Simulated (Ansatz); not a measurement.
# TiAl: a line through an energy map

Aim: follow the energy of TiAl (Pm-3m, No. 221; 2 atoms in the cell) along one coordinate, normal strain along y, with the other held at normal strain along x = −11.0 %.

Program: Ansatz 0.2.0. Level of theory: DFT PBEsol, scalar-relativistic, plane waves, PAW. These are calculated values, not measurements.

2 further runs of the same task are left out: 2 set aside as unsound or not needed.

### Step 1. The starting structure

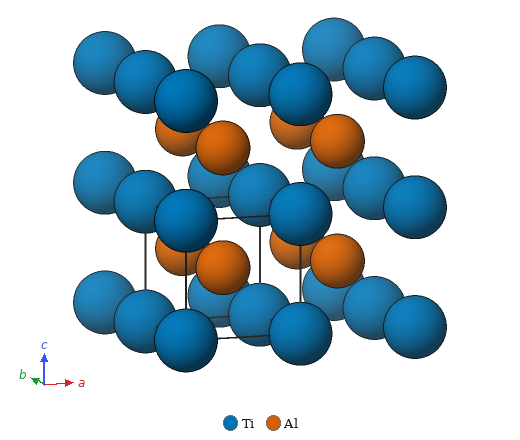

Start, viewed slightly off an axis; titanium blue, aluminium orange. 2×2×2 cells are drawn. Atoms on the faces are drawn again on the opposite ones.

As a file:

```
Ti Al
1.0
     3.15608    0.00000    0.00000
     0.00000    3.15608    0.00000
     0.00000    0.00000    3.15608
Ti Al
1 1
Cartesian
  0.0000 0.0000 0.0000
  1.5780 1.5780 1.5780
```

It goes back to an entry of the Materials Project, which need not be the stable form.

This cell was relaxed beforehand with the same method: volume 15.72 Å³/atom, gap on the mesh none (metal).

### Step 2. The scan

The energy is mapped over two homogeneous strains (x along [1 0 0], y along [0 1 0], z along [0 0 1] of the conventional cell).

The axes are (1) normal strain along x: 7 values from −11.0 %; (2) normal strain along y: 7 values from −11.0 %.

Nothing else is relaxed (symmetry fixes all fractional coordinates). Energies count from the relaxed crystal. Points are written as (first, second).

### Step 3. Grid point (−11.0 %, −11.0 %)

input.yaml

```yaml
crystal:
  lattice:
    - [2.8089068443, 0.0, 0.0]
    - [0.0, 2.8089068443, 0.0]
    - [0.0, 0.0, 3.156075106]
  atoms:
    - { symbol: Ti, position: [0.0, 0.0, 0.0] }
    - { symbol: Al, position: [0.5, 0.5, 0.5] }
basis:
  ecutwfc: 520.0
kpoints:
  mp_grid: { grid: [14, 14, 14] }
hamiltonian:
  xc: pbesol
  pseudopotentials: { kind: paw, azcp: { folder: soft_1 } }
scf:
  occupations: { method: gaussian, width: 0.15 }
output:
  forces: true
  stress: true
  eigenvalues: true
```

On the command line:

```console
ansatz run input.yaml --threads 1 --pin off --max-ram 2048MiB --backend cpu --events-out ev --progress --plain --runs-dir out
```

What it wrote (excerpt; [...] marks lines left out):

```text
Warning: <dir> the record states the generating functional pbe (its physics header spells it `PBE`), which answers neither for hamiltonian.xc's functional nor for the pbesol family's — results may be inconsistent (PPs are generated against a specific XC)
[...]
Warning: RAYON_NUM_THREADS=1 ignored (pool sized by the plan → 1); use --threads N
[...]
Pseudopotentials: kind: paw
Pseudopotential: Ti, paw, valence charge 12, recommended cutoff 420 eV (normal), <dir>
Pseudopotential: Al, paw, valence charge 3, recommended cutoff 420 eV (normal), <dir>
Functional definition: PBEsol
[...]
Crystal: 2 atoms, lattice volume = 24.901 Å³
Basis set: ecut = 520 eV, 675 PW (Γ), exchange–correlation on 48×48×48 points (8 copies of the dense FFT grid, shifted against one another)
Bands: 12, of which v1, the nominal top of the filled ones, is band 8 counted from 1 (7 counted from 0)
Symmetry: 16 space group operations
Space group: P4/mmm (ITA 123), of the structure as read, at distance tolerance 2.9e-5 Å
k-points: 288 of 2744
[...]
SCF iter   1: F=—  HF=-2998.587031 eV  |F-HF|=—  |Δ(HF+E_count)|=         —  Δρ=4.82e-2  dr2=4.93e-1  ethr=3.10e-3  ⟨swp⟩=5.0  Hψ=17717  notcnv=0
[...]
SCF iter   6: F=-2998.329440 eV  HF=-2998.329440 eV  |F-HF|=1.64e-8  |Δ(HF+E_count)|=   3.99e-7  Δρ=1.57e-5  dr2=4.54e-8  ethr=6.67e-10  ⟨swp⟩=5.6  Hψ=15309  notcnv=0
[...]
SCF converged after 6 iterations
Free energy (F): -2998.329440 eV
[...]
E sigma→0 (E₀):  -2998.318802 eV
Entropy (-TS):   -0.021276 eV (-10.638 meV/atom)
Fermi energy:    14.899778 eV
[...]
--- Forces (eV/Å), atoms counted from 1 ---
  atom   1  Ti    -0.00000000     0.00000000     0.00000000
  atom   2  Al     0.00000000    -0.00000000     0.00000000
[...]
--- Stress (GPa, compression-positive) ---
       40.397191       0.000000       0.000000
        0.000000      40.397191       0.000000
        0.000000       0.000000      50.173900
  P = ⅓ Tr σ = 43.6561 GPa (436.561 kbar)
--- Band table (eV; the first three rows and the last of 288) ---
  k-point 0: bands = ["-41.0591", "-17.4942", "-17.2292", "-17.2292", "4.6800", "12.6334", "13.0905", "17.2965", "17.2965", "18.0301", "18.6064", "22.1855"]
[...]
```

Wall time 6.7 s (1 thread of Arm Neoverse V1, shared host); peak memory 0.38 GiB.

That is 338 meV/atom from the zero.

### Step 4. Grid point (−11.0 %, −7.3 %)

Changes to input.yaml since step 3:

```diff
@@ -3,3 +3,3 @@
     - [2.8089068443, 0.0, 0.0]
-    - [0.0, 2.8089068443, 0.0]
+    - [0.0, 2.9247348007, 0.0]
     - [0.0, 0.0, 3.156075106]
```

On the command line:

```console
ansatz run input.yaml --threads 1 --pin off --max-ram 2048MiB --backend cpu --events-out ev --progress --plain --runs-dir out
```

What it wrote (excerpt; [...] marks lines left out):

```text
Warning: <dir> the record states the generating functional pbe (its physics header spells it `PBE`), which answers neither for hamiltonian.xc's functional nor for the pbesol family's — results may be inconsistent (PPs are generated against a specific XC)
[...]
Warning: RAYON_NUM_THREADS=1 ignored (pool sized by the plan → 1); use --threads N
[...]
[... 4 set-up lines as earlier in the session ...]
[...]
Crystal: 2 atoms, lattice volume = 25.928 Å³
Basis set: ecut = 520 eV, 699 PW (Γ), exchange–correlation on 48×48×48 points (8 copies of the dense FFT grid, shifted against one another)
Bands: 12, of which v1, the nominal top of the filled ones, is band 8 counted from 1 (7 counted from 0)
Symmetry: 8 space group operations
Space group: Pmmm (ITA 47), of the structure as read, at distance tolerance 3.0e-5 Å
k-points: 512 of 2744
[...]
SCF iter   1: F=—  HF=-2998.802344 eV  |F-HF|=—  |Δ(HF+E_count)|=         —  Δρ=4.76e-2  dr2=5.08e-1  ethr=3.10e-3  ⟨swp⟩=5.0  Hψ=31515  notcnv=0
[...]
SCF iter   6: F=-2998.551757 eV  HF=-2998.551757 eV  |F-HF|=3.88e-8  |Δ(HF+E_count)|=   4.45e-7  Δρ=2.04e-5  dr2=8.83e-8  ethr=6.67e-10  ⟨swp⟩=5.4  Hψ=27803  notcnv=0
[...]
SCF converged after 6 iterations
Free energy (F): -2998.551757 eV
[...]
E sigma→0 (E₀):  -2998.540785 eV
Entropy (-TS):   -0.021944 eV (-10.972 meV/atom)
Fermi energy:    14.294174 eV
[...]
--- Forces (eV/Å), atoms counted from 1 ---
  atom   1  Ti    -0.00000000     0.00000000     0.00000000
  atom   2  Al     0.00000000     0.00000000     0.00000000
[...]
--- Stress (GPa, compression-positive) ---
       32.522282       0.000000       0.000000
        0.000000      29.467290       0.000000
        0.000000       0.000000      38.499772
  P = ⅓ Tr σ = 33.4964 GPa (334.964 kbar)
--- Band table (eV; the first three rows and the last of 512) ---
  k-point 0: bands = ["-41.7859", "-18.1948", "-18.0485", "-17.9384", "4.2050", "12.1636", "12.5345", "16.4062", "16.7367", "17.1662", "18.1109", "20.3484"]
[...]
```

Run time: 12 s. Hardware: 1 thread of Arm Neoverse V1, shared host; peak memory 0.47 GiB.

That is 226 meV/atom from the zero.

### Step 5. Point (−11.0 %, −3.7 %)

Changes to input.yaml since step 4:

```diff
@@ -3,3 +3,3 @@
     - [2.8089068443, 0.0, 0.0]
-    - [0.0, 2.9247348007, 0.0]
+    - [0.0, 3.0402471496, 0.0]
     - [0.0, 0.0, 3.156075106]
```

On the command line:

```console
ansatz run input.yaml --threads 1 --pin off --max-ram 2048MiB --backend cpu --events-out ev --progress --plain --runs-dir out
```

What it wrote (excerpt; [...] marks lines left out):

```text
Warning: <dir> the record states the generating functional pbe (its physics header spells it `PBE`), which answers neither for hamiltonian.xc's functional nor for the pbesol family's — results may be inconsistent (PPs are generated against a specific XC)
[...]
Warning: RAYON_NUM_THREADS=1 ignored (pool sized by the plan → 1); use --threads N
[...]
[... 4 set-up lines as earlier in the session ...]
[...]
Crystal: 2 atoms, lattice volume = 26.952 Å³
Basis set: ecut = 520 eV, 727 PW (Γ), exchange–correlation on 48×48×48 points (8 copies of the dense FFT grid, shifted against one another)
Bands: 12, of which v1, the nominal top of the filled ones, is band 8 counted from 1 (7 counted from 0)
[... 2 set-up lines as earlier in the session ...]
k-points: 512 of 2744
[...]
SCF iter   1: F=—  HF=-2998.956946 eV  |F-HF|=—  |Δ(HF+E_count)|=         —  Δρ=4.69e-2  dr2=5.18e-1  ethr=3.10e-3  ⟨swp⟩=5.0  Hψ=31332  notcnv=0
[...]
SCF iter   7: F=-2998.713831 eV  HF=-2998.713831 eV  |F-HF|=6.35e-9  |Δ(HF+E_count)|=   1.00e-7  Δρ=5.83e-6  dr2=9.49e-9  ethr=6.67e-10  ⟨swp⟩=5.4  Hψ=26704  notcnv=0
[...]
SCF converged after 7 iterations
Free energy (F): -2998.713831 eV
[...]
E sigma→0 (E₀):  -2998.701865 eV
Entropy (-TS):   -0.023933 eV (-11.966 meV/atom)
Fermi energy:    13.718915 eV
[...]
--- Forces (eV/Å), atoms counted from 1 ---
  atom   1  Ti     0.00000000     0.00000000     0.00000000
  atom   2  Al    -0.00000000     0.00000000     0.00000000
[...]
--- Stress (GPa, compression-positive) ---
       25.363130       0.000000       0.000000
        0.000000      21.951531       0.000000
        0.000000       0.000000      27.855178
  P = ⅓ Tr σ = 25.0566 GPa (250.566 kbar)
--- Band table (eV; the first three rows and the last of 512) ---
  k-point 0: bands = ["-42.4634", "-18.8470", "-18.7907", "-18.6005", "3.7681", "11.7053", "12.0273", "15.6115", "16.2042", "16.3906", "17.6568", "18.7109"]
[...]
```

It took 12 s on 1 thread of Arm Neoverse V1, shared host; peak memory 0.47 GiB.

On the map this point reads 145 meV/atom.

### Step 6. Point (−11.0 %, 0.0 %)

Changes to input.yaml since step 5:

```diff
@@ -3,3 +3,3 @@
     - [2.8089068443, 0.0, 0.0]
-    - [0.0, 3.0402471496, 0.0]
+    - [0.0, 3.156075106, 0.0]
     - [0.0, 0.0, 3.156075106]
```

On the command line:

```console
ansatz run input.yaml --threads 1 --pin off --max-ram 2048MiB --backend cpu --events-out ev --progress --plain --runs-dir out
```

What it wrote (excerpt; [...] marks lines left out):

```text
Warning: <dir> the record states the generating functional pbe (its physics header spells it `PBE`), which answers neither for hamiltonian.xc's functional nor for the pbesol family's — results may be inconsistent (PPs are generated against a specific XC)
[...]
Warning: RAYON_NUM_THREADS=1 ignored (pool sized by the plan → 1); use --threads N
[...]
[... 4 set-up lines as earlier in the session ...]
[...]
Crystal: 2 atoms, lattice volume = 27.979 Å³
Basis set: ecut = 520 eV, 751 PW (Γ), exchange–correlation on 48×48×48 points (8 copies of the dense FFT grid, shifted against one another)
Bands: 12, of which v1, the nominal top of the filled ones, is band 8 counted from 1 (7 counted from 0)
[... 1 set-up line as earlier in the session ...]
Space group: P4/mmm (ITA 123), of the structure as read, at distance tolerance 3.0e-5 Å
k-points: 288 of 2744
[...]
SCF iter   6: F=-2998.839913 eV  HF=-2998.839913 eV  |F-HF|=2.69e-8  |Δ(HF+E_count)|=   1.27e-6  Δρ=1.56e-5  dr2=5.78e-8  ethr=6.67e-10  ⟨swp⟩=3.1  Hψ=12997  notcnv=0
the search or the solves at the SCF's close seem to have found levels that the self-consistency loop had missed (the run counts 1). By its estimate they hold under 1e-12 electrons; where the run keeps them, the occupations were computed again with them
[...]
SCF converged after 6 iterations
Free energy (F): -2998.839913 eV
[...]
E sigma→0 (E₀):  -2998.827086 eV
Entropy (-TS):   -0.025655 eV (-12.827 meV/atom)
Fermi energy:    13.157406 eV
[...]
--- Forces (eV/Å), atoms counted from 1 ---
  atom   1  Ti     0.00000000     0.00000000     0.00000000
  atom   2  Al     0.00000000     0.00000000     0.00000000
[...]
--- Stress (GPa, compression-positive) ---
       18.493641       0.000000       0.000000
        0.000000      17.651124       0.000000
        0.000000       0.000000      17.651124
  P = ⅓ Tr σ = 17.9320 GPa (179.320 kbar)
--- Band table (eV; the first three rows and the last of 288) ---
  k-point 0: bands = ["-43.0998", "-19.4669", "-19.4669", "-19.2212", "3.3629", "11.2490", "11.5665", "14.8929", "15.6914", "15.6914", "17.2383", "17.2383"]
[...]
```

It took 8.9 s on 1 thread of Arm Neoverse V1, shared host; peak memory 0.4 GiB.

Energy on the map's scale: 82 meV/atom.

### Step 7. The run at (−11.0 %, 3.7 %)

Changes to input.yaml since step 6:

```diff
@@ -3,3 +3,3 @@
     - [2.8089068443, 0.0, 0.0]
-    - [0.0, 3.156075106, 0.0]
+    - [0.0, 3.2719030624, 0.0]
     - [0.0, 0.0, 3.156075106]
```

On the command line:

```console
ansatz run input.yaml --threads 1 --pin off --max-ram 2048MiB --backend cpu --events-out ev --progress --plain --runs-dir out
```

What it wrote (excerpt; [...] marks lines left out):

```text
Warning: <dir> the record states the generating functional pbe (its physics header spells it `PBE`), which answers neither for hamiltonian.xc's functional nor for the pbesol family's — results may be inconsistent (PPs are generated against a specific XC)
[...]
Warning: RAYON_NUM_THREADS=1 ignored (pool sized by the plan → 1); use --threads N
[...]
[... 4 set-up lines as earlier in the session ...]
[...]
Crystal: 2 atoms, lattice volume = 29.006 Å³
Basis set: ecut = 520 eV, 761 PW (Γ), exchange–correlation on 48×50×48 points (8 copies of the dense FFT grid, shifted against one another)
Bands: 12, of which v1, the nominal top of the filled ones, is band 8 counted from 1 (7 counted from 0)
[... 1 set-up line as earlier in the session ...]
Space group: Pmmm (ITA 47), of the structure as read, at distance tolerance 3.1e-5 Å
k-points: 512 of 2744
[...]
SCF iter   1: F=—  HF=-2999.172544 eV  |F-HF|=—  |Δ(HF+E_count)|=         —  Δρ=4.52e-2  dr2=5.31e-1  ethr=3.10e-3  ⟨swp⟩=4.9  Hψ=30800  notcnv=0
[...]
SCF iter   7: F=-2998.941650 eV  HF=-2998.941650 eV  |F-HF|=1.45e-8  |Δ(HF+E_count)|=   1.78e-7  Δρ=8.17e-6  dr2=2.17e-8  ethr=6.67e-10  ⟨swp⟩=5.3  Hψ=26795  notcnv=0
[...]
SCF converged after 7 iterations
Free energy (F): -2998.941650 eV
[...]
E sigma→0 (E₀):  -2998.928033 eV
Entropy (-TS):   -0.027233 eV (-13.616 meV/atom)
Fermi energy:    12.615938 eV
[...]
--- Forces (eV/Å), atoms counted from 1 ---
  atom   1  Ti    -0.00000000     0.00000000     0.00000000
  atom   2  Al     0.00000000    -0.00000000     0.00000000
[...]
--- Stress (GPa, compression-positive) ---
       12.576827       0.000000       0.000000
        0.000000      14.171904       0.000000
        0.000000       0.000000       8.867529
  P = ⅓ Tr σ = 11.8721 GPa (118.721 kbar)
--- Band table (eV; the first three rows and the last of 512) ---
  k-point 0: bands = ["-43.7006", "-20.0935", "-20.0578", "-19.8026", "2.9869", "10.7962", "11.1450", "14.2376", "15.0562", "15.1986", "15.9129", "16.8526"]
[...]
```

Run time: 13 s. Hardware: 1 thread of Arm Neoverse V1, shared host; peak memory 0.49 GiB.

On the map this point reads 32 meV/atom.

### Step 8. What came out

```
normal strain along y (%)  step  energy (meV/atom)  slope (meV/atom per %)  pressure (GPa)
                    −11.0     3                338                   −35.3            43.7
                     −7.3     4                226                   −25.7            33.5
                     −3.7     5                145                   −19.2            25.1
                      0.0     6                 82                   −15.4            17.9
                      3.7     7                 32                   −12.4            11.9
                      7.3     –                 −8                    −9.4             6.7
                     11.0     –                −37                    −6.2             2.2
```

Energies count from the relaxed crystal. Rows without a step come from runs not printed here or follow by symmetry. Slopes come from the forces (and the stress, where the cell changes), not from differences of energies.

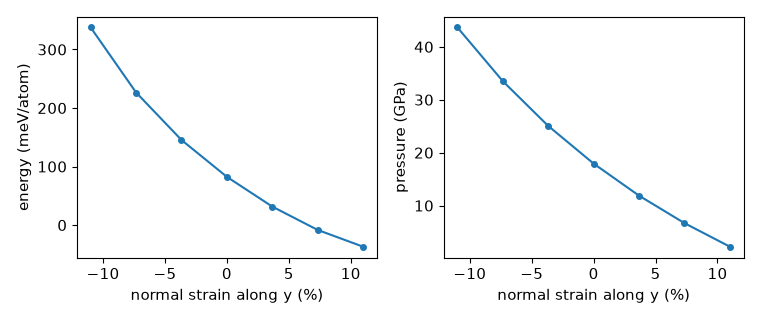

Energy and pressure along the line.

In words: Along this line the energy keeps falling to 11.0 %, the edge of the range. The highest point computed, at −11.0 %, lies 375 meV/atom above the lowest. This is one cut through a surface in two coordinates; it holds the lowest point sampled, which need not be a minimum.
